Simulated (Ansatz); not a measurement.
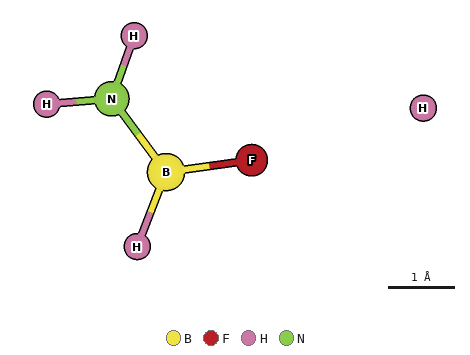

*The structure as given in the input (ball-and-stick view, seen on its broad side).*

Bond lengths as drawn: B–F 1.35 Å, B–H 1.22 Å, B–N 1.40 Å and H–N 1.02 Å.

Nudged elastic band, with input and output: BNH₄F

- system: BNH₄F, multiplicity 2
- method: UKS PBE-D4/def2-SVP (Ansatz 0.2.0)

One setting was made poor on purpose. It belongs to a series of runs on one base structure; here: an input spoilt on purpose.

Input
```yaml
crystal:
  periodic: [false, false, false]
  atoms:
    - { symbol: B, position_ang: [0.005975, -0.01071, -0.255275] }
    - { symbol: F, position_ang: [0.198709, -0.528142, 0.975074] }
    - { symbol: H, position_ang: [0.96073, 0.427578, -0.872392] }
    - { symbol: "N", position_ang: [-1.285387, 0.013316, -0.797625] }
    - { symbol: H, position_ang: [-2.105214, -0.334373, -0.298287] }
    - { symbol: H, position_ang: [-1.483917, 0.389958, -1.723055] }
    - { symbol: H, position_ang: [-0.205297, 0.042373, 3.881559] }
magnetization:
  spin_polarized: true
  initial_magnetization: 1
basis:
  gaussian: { orbitals: def2-SVP }
hamiltonian:
  xc: pbe
  dispersion: d4
neb:
  order_check: false
  images: 5
  f_tol: 0.05
  max_iterations: 8
  max_displacement: 0.5
  optimiser: lbfgs
  final_atoms:
    - { symbol: B, position_ang: [0.005975, -0.01071, -0.255275] }
    - { symbol: F, position_ang: [0.198709, -0.528142, 0.975074] }
    - { symbol: H, position_ang: [0.96073, 0.427578, -0.872392] }
    - { symbol: "N", position_ang: [-1.285387, 0.013316, -0.797625] }
    - { symbol: H, position_ang: [-2.105214, -0.334373, -0.298287] }
    - { symbol: H, position_ang: [-1.483917, 0.389958, -1.723055] }
    - { symbol: H, position_ang: [-0.205297, 0.042373, 3.881559] }
  initial_path: idpp
```

Hardware: 1 thread of Arm Neoverse V1, 24 GiB of memory available, shared host.

Run as:
```bash
ansatz run input.yaml --threads 1 --pin off --max-ram 2048MiB --backend cpu --events-out ev --progress --plain --runs-dir out
```

Log
```
Error: invalid value for `neb.final_atoms`: is identical to crystal.atoms — the two endpoints must differ for a path to exist
```

Outcome

| quantity | value |
| --- | --- |
| outcome | refused by the program |

What went wrong

The program refused the input: “invalid value for `neb.final_atoms`: is identical to crystal.atoms — the two endpoints must differ for a path to exist” A deliberately poor setting: bad input.
